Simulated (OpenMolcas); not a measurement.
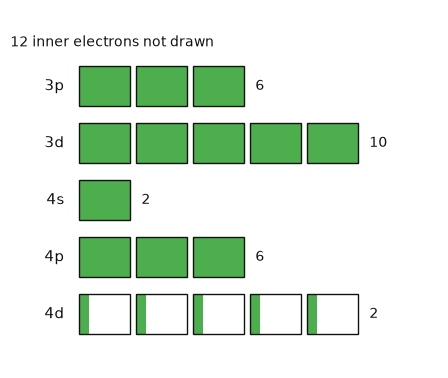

**Figure 1.** The outer shells of the leading configuration of the lowest level: a box for each of the 2l + 1 orbitals, shaded by the share of the shell that is filled, with the electron count at the right.

Zr²⁺: multiconfigurational calculation

System: Zr²⁺.
Method: state-averaged CASSCF, active space 2 electrons in the shells 4d 5d, basis ANO-RCC-VTZP, DKH2 scalar Hamiltonian, spin-orbit coupling by RASSI with atomic mean-field integrals (OpenMolcas).

### Output (extracts)
```
--- SEWARD ---
Basis set label: ZR.ANO-RCC...7S6P4D2F1G.

      Electronic valence basis set:
      ------------------
      Associated Effective Charge  40.000000 au
      Associated Actual Charge     40.000000 au
      Nuclear Model: Point charge

      Shell  nPrim  nBasis  Cartesian Spherical Contaminant
         s      21       7        X
         p      18       6        X
         d      13       4                 X
         f       6       2                 X
         g       4       1                 X
                  Relativistic Douglas-Kroll-Hess integrals:
                    - DKH order of Hamiltonian: 2
                    - DKH order of Properties : 0
                  Atomic mean-field integrals
--- RASSCF ---
Wave function specifications:
      -----------------------------

      Number of closed shell electrons          36
      Number of electrons in active shells       2
      Max number of holes in RAS1 space          0
      Max nr of electrons in RAS3 space          0
      Number of inactive orbitals               18
      Number of active orbitals                 10
      Number of secondary orbitals              40
      Spin quantum number                      1.0
      State symmetry                             1
Orbital specifications:
      -----------------------

      Symmetry species                           1   2
                                                ag  au
      Frozen orbitals                            0   0
      Inactive orbitals                          9   9
      Active orbitals                           10   0
      RAS1 orbitals                              0   0
      RAS2 orbitals                             10   0
      RAS3 orbitals                              0   0
      Secondary orbitals                        17  23
      Deleted orbitals                           0   0
      Number of basis functions                 36  32
      Number of CSFs                            45
      Number of root(s) required                10
      Iter CI   SX   CI       RASSCF       Energy    max ROT     max BLB   max BLB  Level Ln srch  Step   QN
          iter iter root      energy       change     param      element    value   shift minimum  type update
 Nr of preliminary CI iterations:   1
      Total energies have been shifted. Add                -3000.00 au
        1   1    6    0  -595.15331934    0.00E+00  -1.53E-01*  13  26 1 -8.21E-04*  0.00   0.00    SX    NO
        2   1    6    0  -595.15350257   -1.83E-04*  5.82E-02    9  22 1 -4.23E-04*  0.00   0.00    SX    NO
        3   1    6    0  -595.15352723   -2.47E-05*  2.39E-02    7  13 2 -2.43E-04*  0.00   0.00    SX    NO
        4   1    5    0  -595.15353150   -4.27E-06*  1.02E-02   13  26 1  6.46E-05   0.00   0.00    SX    NO
        5   1    5    0  -595.15353231   -8.12E-07*  7.26E-03   13  26 1  3.28E-05   0.00   1.74    LS   YES
        6   1    5    0  -595.15353251   -1.95E-07*  8.39E-04    6  18 1 -5.80E-05   0.00   1.11    QN   YES
        7   1    5    0  -595.15353251   -5.30E-09   6.15E-05    7  13 2  2.63E-05   0.00   0.88    QN   YES
      Convergence after  7 iterations
        8   1    5    0  -595.15353251   -9.59E-10   6.15E-05    7  13 2  5.71E-06   0.00   0.88    QN   YES
      Natural orbitals and occupation numbers for root  1
      sym 1:  -0.000000   0.153748   0.153748   0.845494   0.845494   0.000117   0.000642   0.000117   0.000642   0.000000
      Natural orbitals and occupation numbers for root  2
      sym 1:   0.673211   0.673211   0.326030   0.326030  -0.000000  -0.000000   0.000511   0.000248   0.000248   0.000511
      Natural orbitals and occupation numbers for root  3
      sym 1:   0.636609   0.362632   0.000000   0.636609   0.362632   0.000483   0.000275  -0.000000   0.000275   0.000483
::    RASSCF root number  1 Total energy:  -3595.16669283
::    RASSCF root number  2 Total energy:  -3595.16669283
::    RASSCF root number  3 Total energy:  -3595.16669283
::    RASSCF root number  4 Total energy:  -3595.16669283
::    RASSCF root number  5 Total energy:  -3595.16669283
::    RASSCF root number  6 Total energy:  -3595.16669283
::    RASSCF root number  7 Total energy:  -3595.16669283
::    RASSCF root number  8 Total energy:  -3595.12282511
::    RASSCF root number  9 Total energy:  -3595.12282511
::    RASSCF root number 10 Total energy:  -3595.12282511
--- RASSCF ---
Wave function specifications:
      -----------------------------

      Number of closed shell electrons          36
      Number of electrons in active shells       2
      Max number of holes in RAS1 space          0
      Max nr of electrons in RAS3 space          0
      Number of inactive orbitals               18
      Number of active orbitals                 10
      Number of secondary orbitals              40
      Spin quantum number                      0.0
      State symmetry                             1
Orbital specifications:
      -----------------------

      Symmetry species                           1   2
                                                ag  au
      Frozen orbitals                            0   0
      Inactive orbitals                          9   9
      Active orbitals                           10   0
      RAS1 orbitals                              0   0
      RAS2 orbitals                             10   0
      RAS3 orbitals                              0   0
      Secondary orbitals                        17  23
      Deleted orbitals                           0   0
      Number of basis functions                 36  32
      Number of CSFs                            55
      Number of root(s) required                15
      Iter CI   SX   CI       RASSCF       Energy    max ROT     max BLB   max BLB  Level Ln srch  Step   QN
          iter iter root      energy       change     param      element    value   shift minimum  type update
 Nr of preliminary CI iterations:   1
      Total energies have been shifted. Add                -3000.00 au
        1   1    7    0  -595.10998842    0.00E+00   9.20E-03   12  25 1 -4.24E-03*  0.00   0.00    SX    NO
        2   1    7    0  -595.11028756   -2.99E-04*  1.44E-02    9  22 1 -1.76E-03*  0.00   0.00    SX    NO
        3   1    7    0  -595.11030414   -1.66E-05*  9.76E-03    7  13 2 -2.03E-03*  0.00   0.00    SX    NO
        4   1    6    0  -595.11031245   -8.31E-06*  5.37E-03    4  16 1 -2.82E-04*  0.00   0.00    SX    NO
        5   1    6    0  -595.11031326   -8.10E-07* -6.02E-03    7  13 2 -2.40E-04*  0.00   1.47    QN   YES
        6   1    6    0  -595.11031351   -2.46E-07*  1.19E-03    7  13 2  1.92E-04*  0.00   0.77    QN   YES
        7   1    5    0  -595.11031353   -2.32E-08* -2.23E-04    7  13 2 -7.76E-05   0.00   0.66    QN   YES
        8   1    4    0  -595.11031353   -3.09E-09   1.90E-06    9  22 1  2.07E-06   0.00   1.08    QN   YES
      Convergence after  8 iterations
        9   1    4    0  -595.11031353   -1.96E-11   1.90E-06    7  13 2 -4.51E-06   0.00   1.08    QN   YES
      Natural orbitals and occupation numbers for root  1
      sym 1:   0.281882   0.534086   0.039955   0.570615   0.570615   0.000813   0.000402   0.000057   0.000813   0.000761
      Natural orbitals and occupation numbers for root  2
      sym 1:   0.570615   0.296359   0.570615   0.526681   0.032884   0.000422   0.000813   0.000813   0.000047   0.000751
      Natural orbitals and occupation numbers for root  3
      sym 1:   0.222053   0.076001   0.570615   0.557870   0.570615   0.000813   0.000108   0.000795   0.000813   0.000316
::    RASSCF root number  1 Total energy:  -3595.12916428
::    RASSCF root number  2 Total energy:  -3595.12916428
::    RASSCF root number  3 Total energy:  -3595.12916428
::    RASSCF root number  4 Total energy:  -3595.12916428
::    RASSCF root number  5 Total energy:  -3595.12916428
::    RASSCF root number  6 Total energy:  -3595.10914188
::    RASSCF root number  7 Total energy:  -3595.10914188
::    RASSCF root number  8 Total energy:  -3595.10914188
::    RASSCF root number  9 Total energy:  -3595.10914188
::    RASSCF root number 10 Total energy:  -3595.10914188
::    RASSCF root number 11 Total energy:  -3595.10914188
::    RASSCF root number 12 Total energy:  -3595.10914188
::    RASSCF root number 13 Total energy:  -3595.10914188
::    RASSCF root number 14 Total energy:  -3595.10914188
::    RASSCF root number 15 Total energy:  -3595.02660461
--- RASSI ---
SPIN-FREE ENERGIES:
  (Shifted by EMIN (a.u.) =      -3595.1666928318)

 SF State       Relative EMIN(au)   Rel lowest level(eV)    D:o, cm**(-1)      L_eff

     1             0.0000000000        0.0000000000              0.0000         3.0
     2             0.0000000000        0.0000000000              0.0000         3.0
     3             0.0000000000        0.0000000000              0.0000         3.0
     4             0.0000000000        0.0000000000              0.0000         3.0
     5             0.0000000000        0.0000000000              0.0000         3.0
     6             0.0000000000        0.0000000000              0.0000         3.0
     7             0.0000000000        0.0000000000              0.0000         3.0
    11             0.0375285499        1.0212038670           8236.5647         2.0
    12             0.0375285499        1.0212038670           8236.5647         2.0
    13             0.0375285499        1.0212038670           8236.5647         2.0
    14             0.0375285499        1.0212038670           8236.5647         2.0
    15             0.0375285499        1.0212038670           8236.5647         2.0
    10             0.0438677245        1.1937015959           9627.8527         1.0
     8             0.0438677245        1.1937015959           9627.8527         1.0
     9             0.0438677245        1.1937015959           9627.8527         1.0
    16             0.0575509476        1.5660410631          12630.9730         4.0
    17             0.0575509476        1.5660410631          12630.9730         4.0
    18             0.0575509476        1.5660410631          12630.9730         4.0
    19             0.0575509476        1.5660410631          12630.9730         4.0
    20             0.0575509476        1.5660410631          12630.9730         4.0
    21             0.0575509476        1.5660410631          12630.9730         4.0
    22             0.0575509476        1.5660410631          12630.9730         4.0
    23             0.0575509476        1.5660410631          12630.9730         4.0
    24             0.0575509476        1.5660410631          12630.9730         4.0
    25             0.1400882170        3.8119945819          30745.8098         0.0
     Dipole printing threshold changed to   1.00000000E+00
Eigenvalues of complex Hamiltonian:
   -----------------------------------
  (Shifted by EMIN (a.u.) =      -3595.1666928318)

 SO State       Relative EMIN(au)   Rel lowest level(eV)    D:o, cm**(-1)     J-value

     1            -0.0040156670        0.0000000000              0.0000         1.7
     2            -0.0040156670        0.0000000000              0.0000         1.4
     3            -0.0040156670        0.0000000000              0.0000         1.5
     4            -0.0040156670        0.0000000000              0.0000         1.8
     5            -0.0040156670        0.0000000000              0.0000         1.5
     6            -0.0009524049        0.0833556071            672.3083         2.6
     7            -0.0009524049        0.0833556071            672.3083         2.0
     8            -0.0009524049        0.0833556071            672.3083         2.4
     9            -0.0009524049        0.0833556071            672.3083         2.5
    10            -0.0009524049        0.0833556071            672.3083         2.1
    11            -0.0009524049        0.0833556071            672.3083         2.7
    12            -0.0009524049        0.0833556071            672.3083         2.4
    13             0.0027930655        0.1852750487           1494.3440         3.5
    14             0.0027930655        0.1852750487           1494.3440         3.1
    15             0.0027930655        0.1852750487           1494.3440         3.4
    16             0.0027930655        0.1852750487           1494.3440         3.0
    17             0.0027930655        0.1852750487           1494.3440         3.2
    18             0.0027930655        0.1852750487           1494.3440         3.2
    19             0.0027930655        0.1852750487           1494.3440         3.1
    20             0.0027930655        0.1852750487           1494.3440         3.0
    21             0.0027930655        0.1852750487           1494.3440         3.1
    22             0.0368230692        1.1112786245           8963.0666         1.7
    23             0.0368230692        1.1112786245           8963.0666         1.8
    24             0.0368230692        1.1112786245           8963.0666         1.3
    25             0.0368230692        1.1112786245           8963.0666         1.1
    26             0.0368230692        1.1112786245           8963.0666         1.8
    27             0.0418064314        1.2468828179          10056.7882         0.0
    28             0.0429367648        1.2776407578          10304.8677         0.6
    29             0.0429367648        1.2776407578          10304.8677         0.6
    30             0.0429367648        1.2776407578          10304.8677         1.0
    31             0.0457102122        1.3531101048          10913.5690         1.8
    32             0.0457102122        1.3531101048          10913.5690         1.0
    33             0.0457102122        1.3531101048          10913.5690         2.0
    34             0.0457102122        1.3531101048          10913.5690         1.8
    35             0.0457102122        1.3531101048          10913.5690         1.0
    36             0.0576150969        1.6770585201          13526.3892         2.6
    37             0.0576150969        1.6770585201          13526.3892         3.3
    38             0.0576150969        1.6770585201          13526.3892         3.3
    39             0.0576150969        1.6770585201          13526.3892         3.6
    40             0.0576150969        1.6770585201          13526.3892         2.7
    41             0.0576150969        1.6770585201          13526.3892         2.4
Weights of the five most important spin-orbit-free states for each spin-orbit state.

 SO State  Total energy (au)           Spin-free states, spin, and weights
 -------------------------------------------------------------------------------------------------------
    1        -0.004016       6 1.0  0.3001    4 1.0  0.2522    1 1.0  0.1811    7 1.0  0.1358    5 1.0  0.0483
    2        -0.004016       7 1.0  0.2219    3 1.0  0.2146    5 1.0  0.1604    4 1.0  0.1359    1 1.0  0.0881
    3        -0.004016       1 1.0  0.2820    2 1.0  0.2443    5 1.0  0.1676    3 1.0  0.1199    6 1.0  0.0853
    4        -0.004016       2 1.0  0.3074    5 1.0  0.1990    4 1.0  0.1376    1 1.0  0.1371    7 1.0  0.0952
    5        -0.004016       3 1.0  0.2780    7 1.0  0.2158    6 1.0  0.1813    5 1.0  0.1355    4 1.0  0.1311
    6        -0.000952       7 1.0  0.4001    5 1.0  0.1629    2 1.0  0.1340    1 1.0  0.1223    4 1.0  0.0668
    7        -0.000952       4 1.0  0.4545    6 1.0  0.2223    3 1.0  0.0816    5 1.0  0.0742    2 1.0  0.0720
    8        -0.000952       5 1.0  0.2513    7 1.0  0.2075    3 1.0  0.2015    6 1.0  0.1437    2 1.0  0.0684
    9        -0.000952       6 1.0  0.3868    7 1.0  0.1906    1 1.0  0.1595    4 1.0  0.0707    2 1.0  0.0703
   10        -0.000952       3 1.0  0.4648    5 1.0  0.1746    1 1.0  0.1076    4 1.0  0.0815    2 1.0  0.0783
   11        -0.000952       2 1.0  0.3456    5 1.0  0.2344    1 1.0  0.1548    3 1.0  0.0783    4 1.0  0.0753
   12        -0.000952       1 1.0  0.3384    2 1.0  0.2315    4 1.0  0.1841    7 1.0  0.0838    6 1.0  0.0695
```

### Spin-orbit levels, grouped by J and assigned

```
Configuration  Level  E (cm⁻¹)  LS purity (%)  Landé g
          4d²    ³F₂         0            100    0.668
          4d²    ³F₃       672            100    1.084
          4d²    ³F₄     1,494            100    1.250
          4d²    ¹D₂     8,963             89    1.050
          4d²    ³P₀    10,060            100        –
          4d²    ³P₁    10,300            100    1.501
          4d²    ³P₂    10,910             90    1.450
          4d²    ¹G₄    13,530            100    1.000
          4d²    ¹S₀    31,670            100        –
```

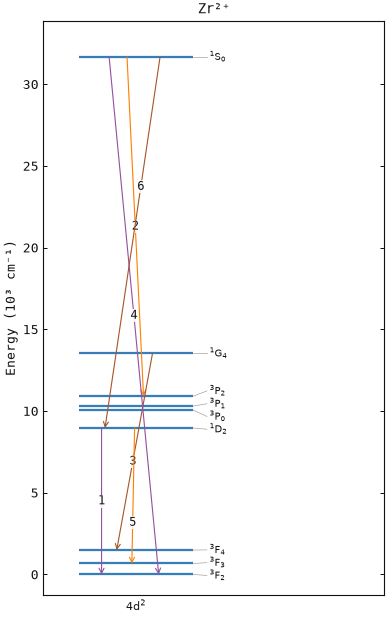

**Figure 2.** Levels of Zr²⁺ (zirconium, Z = 40) with 6 numbered transitions. Rates are at computed energies.

| No. | Upper | Lower | Type | λ (vacuum) | A (s⁻¹) |
| --- | --- | --- | --- | --- | --- |
| 1 | 4d² ¹D₂ | 4d² ³F₂ | M1 | 1120 nm | 0.063 |
| 2 | 4d² ¹S₀ | 4d² ³P₂ | E2 | 482 nm | 1.5 |
| 3 | 4d² ¹G₄ | 4d² ³F₄ | M1 | 831 nm | 0.069 |
| 4 | 4d² ¹S₀ | 4d² ³F₂ | E2 | 316 nm | 0.19 |
| 5 | 4d² ¹D₂ | 4d² ³F₃ | M1 | 1210 nm | 0.095 |
| 6 | 4d² ¹S₀ | 4d² ¹D₂ | E2 | 440 nm | 17 |

Line 6 has the largest rate; it falls in the visible region.

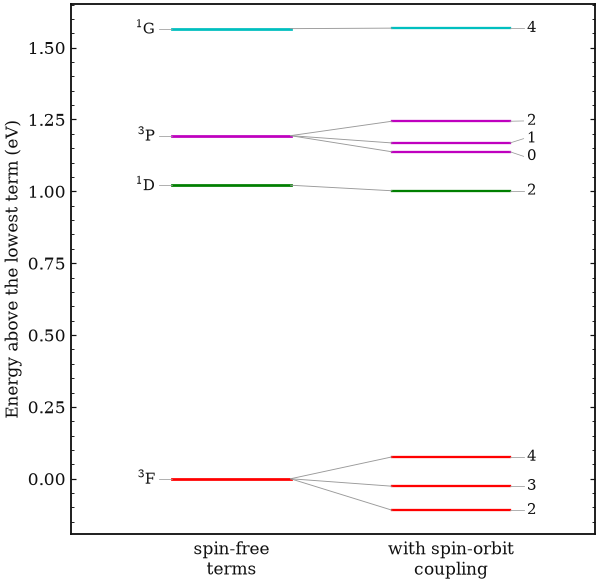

**Figure 3.** Terms of Zr²⁺ (zirconium, Z = 40) without and with spin-orbit coupling; numbers at the right are J. ³F (at 0) splits over 0.185 eV into J = 2, 3, 4 from the bottom up (normal); ¹D (at 1.02 eV) gives the one level J = 2; ³P (at 1.19 eV) splits over 0.106 eV into J = 0, 1, 2 from the bottom up (normal); ¹G (at 1.57 eV) gives the one level J = 4. The ground level lies 0.109 eV below the lowest term.

### The input
```
&GATEWAY
Coord
1

Zr 0.0 0.0 0.0
Basis=ANO-RCC-VTZP
Group=XYZ
NoMove
AngMom=0.0 0.0 0.0
AMFI
&SEWARD
&RASSCF
FileOrb=start.orb
Symmetry=1
Spin=3
nActEl=2 0 0
Inactive=9 9
Ras2=5 0
CIRoot=10 10 1
SDav=10
CIMx=300
Iter=120 100
PrWF=0.3
OrbListing=Nothing
MaxOrb=0
Atom
>>> COPY $Project.JobIph JOBPRE
&RASSCF
FileOrb=start.orb
Symmetry=1
Spin=3
nActEl=2 0 0
Inactive=9 9
Ras2=10 0
CIRoot=10 10 1
SDav=45
CIMx=300
Iter=120 100
PrWF=0.3
OrbListing=Nothing
MaxOrb=0
Atom
>>> COPY $Project.JobIph JOB001
&RASSCF
FileOrb=start.orb
Symmetry=1
Spin=1
nActEl=2 0 0
Inactive=9 9
Ras2=10 0
CIRoot=15 15 1
SDav=55
CIMx=300
Iter=120 100
PrWF=0.3
OrbListing=Nothing
MaxOrb=0
Atom
>>> COPY $Project.JobIph JOB002
&RASSI
NrOfJobIphs=2 10 15
1 2 3 4 5 6 7 8 9 10
1 2 3 4 5 6 7 8 9 10 11 12 13 14 15
IphNames
JOB001
JOB002
EJob
SpinOrbit
DIPRint=1.0
SOCoupling=1000.0
Subsets=2
MEES
Property=10
'ANGMOM' 1 'ANGMOM' 2 'ANGMOM' 3 'MLTPL  1' 1 'MLTPL  1' 2 'MLTPL  1' 3
'AMFI' 1 'AMFI' 2 'AMFI' 3 'MLTPL  2' 6
SOProperty=3
'ANGMOM' 1 'ANGMOM' 2 'ANGMOM' 3
```

The file start.orb holds starting orbitals from an earlier step. A driver script formed the levels outside the program, from RASSI's spin-orbit matrix and the active-space energies, averaged over the components of each term or state.

Run as:
```bash
OMP_NUM_THREADS=1 MOLCAS_MEM=1689 MOLCAS_PROJECT=a pymolcas a.inp > a.log  # once for each step of the input, in one work folder
```

### Key numbers

- outcome: converged
- lowest level: 4d² ³F₂
- first excited level: 4d² ³F₃, 672 cm⁻¹ (measured: 681)
- energy of the lowest spin-free term: −3595.16669 hartree
- energy of the lowest spin-orbit level: −3595.17071 hartree
- largest spread among components of a term: 0.0 cm⁻¹
- hardware: 1 CPU thread, shared host
- wall time: 20 s

### Notes

Against measured levels the run misses widely: 4d2 1D J = 2 comes out at 8,963 cm⁻¹ where 5,742 cm⁻¹ is measured. Without dynamic correlation the splittings between terms come out too large, often by 20 to 50 %. To bear in mind: extra active shells serve correlation only, their own levels not computed; only configurations of the active space are included.
